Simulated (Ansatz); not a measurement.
## Electronic structure of CH3BeN (SMILES [BeH-]1[CH]=[NH+]1) in real space

The calculation's input:

```
basis:
  gaussian: {orbitals: def2-TZVPD}
crystal:
  periodic: [false, false, false]
  atoms:
    - {symbol: C, position_ang: [-0.837986, 1.166069, 1.534691]}
    - {symbol: Be, position_ang: [-2.008579, -0.032747, 1.282107]}
    - {symbol: N, position_ang: [-1.547559, 1.319168, 0.464756]}
    - {symbol: H, position_ang: [-2.805757, -1.096309, 1.367720]}
    - {symbol: H, position_ang: [-0.041330, 1.873811, 1.819290]}
    - {symbol: H, position_ang: [-1.448867, 2.087560, -0.209352]}
total_charge: 0
hamiltonian: {xc: pbe0}
output: {forces: true, orbitals: {seedname: orbitals}}
```

Run with:

```sh
ansatz run input.yaml --threads 1 --pin off --max-ram 2610MiB --events-out events.jsonl --progress --plain --runs-dir runs
```

Geometry: B3LYP-D3(BJ)/def2-SVP.

The calculation used isolated molecule in a Gaussian basis; Kohn-Sham density functional theory, functional PBE0 in Ansatz.

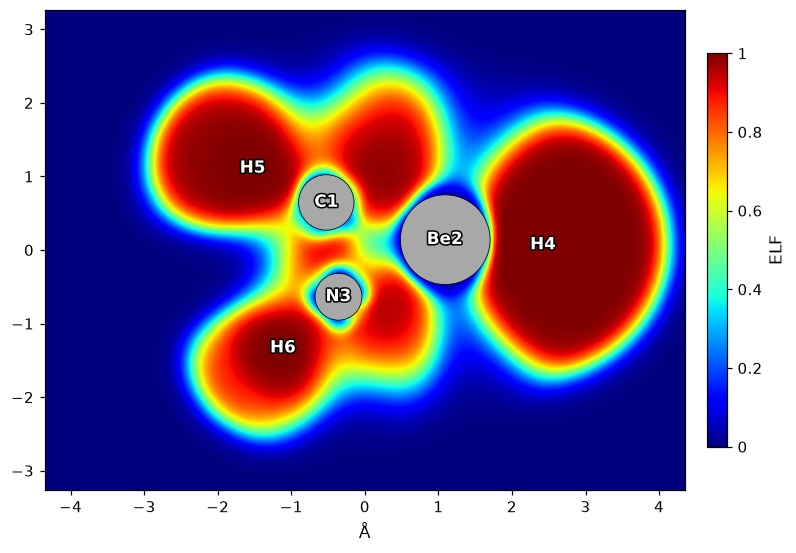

Figure 1. ELF on the molecular plane. Grey discs cover the atomic cores.

Describe what can be read from this map.

Answer. The section cuts through C, Be, N and H sites.
C–N (1.29 Å): the ELF peaks at about 0.90 between the atoms, as expected for a covalent bond.
Be–N (1.65 Å): the ELF peaks at about 0.80 in the valence shell of N, 0.6 Å from its nucleus, and is about 0.70 at the midpoint.
C–Be (1.69 Å): the ELF peaks at about 0.80 in the valence shell of C, 0.7 Å from its nucleus, and is about 0.70 at the midpoint.
N–H (1.03 Å): the ELF climbs to about 1 towards the hydrogen, as it does in any bond to H; an ordinary covalent bond to hydrogen.
C–H (1.10 Å): the ELF climbs to about 1 towards the hydrogen (an ordinary covalent bond to hydrogen).

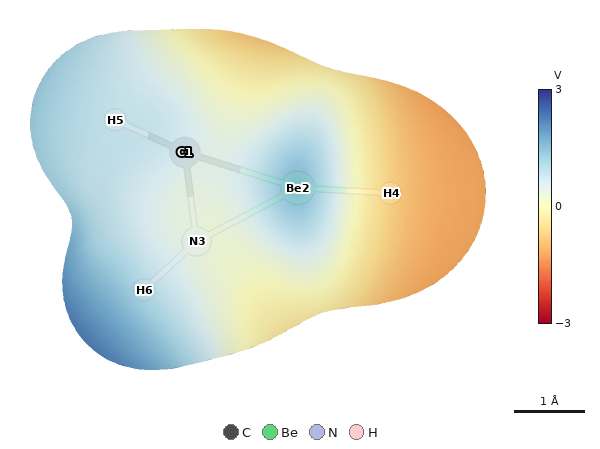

Figure 2. The electrostatic potential painted on the density surface at 0.002 e/bohr³, seen at a tilt; the colour scale runs from red (negative) to blue (positive).

Which sites attract a positive test charge, and which a negative one?

Answer. A positive charge is drawn to the negative regions and a negative charge to the positive ones. The most negative region (about −1.3 V) lies over H4, the most positive (about +2.2 V) over H6.

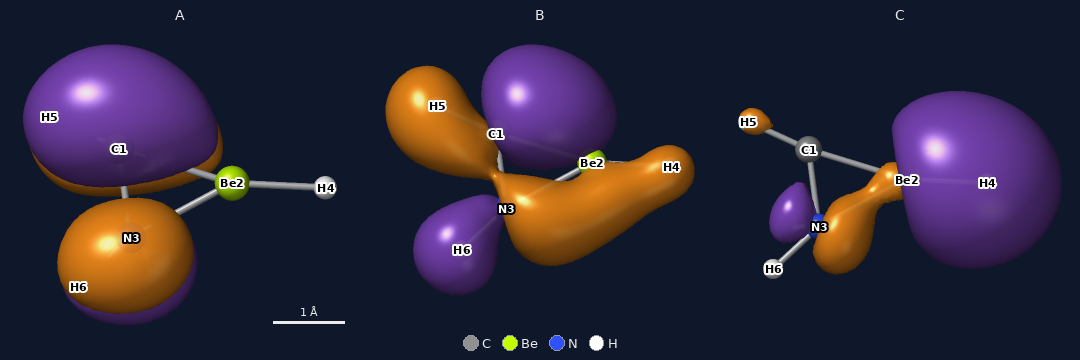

Figure 3. Three frontier orbitals at ±0.1 Å⁻³ᐟ² (orange and purple are the two phases), in no order.

Order the three orbitals by energy and name them.

Answer. C is the HOMO−1 (−8.16 eV). It lies mainly on H4 (about 55 %) and Be2 (about 40 %); it is symmetric in the molecular plane (an in-plane orbital: σ, lone-pair or in-plane π type). B is the HOMO (−7.59 eV). By Hirshfeld shares it lies mainly on C1 (about 45 %), N3 (about 20 %), Be2 (about 20 %) and H5 (about 10 %); it is symmetric in the molecular plane (an in-plane orbital: σ, lone-pair or in-plane π type). A is the LUMO (−1.26 eV). By Hirshfeld shares it lies mainly on C1 (about 50 %), N3 (about 30 %) and H5 (about 5 %); it changes sign across the molecular plane (π type); π-antibonding (a node) across C1–N3 and Be2–N3.

What is the HOMO–LUMO gap?

Answer. 6.33 eV between the orbital energies.

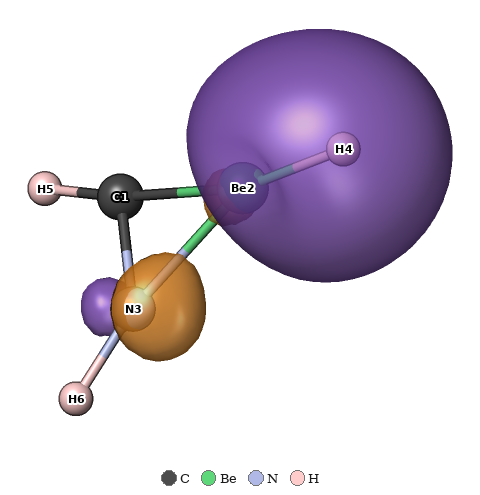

Figure 4. The HOMO−1 at ±0.15 Å⁻³ᐟ² (orange and purple are the two phases), seen at an oblique angle.

Where does this orbital lie, and at what energy?

Answer. It lies mainly on H4 (about 55 %) and Be2 (about 40 %); it is symmetric in the molecular plane (an in-plane orbital: σ, lone-pair or in-plane π type). Its energy is −8.16 eV.
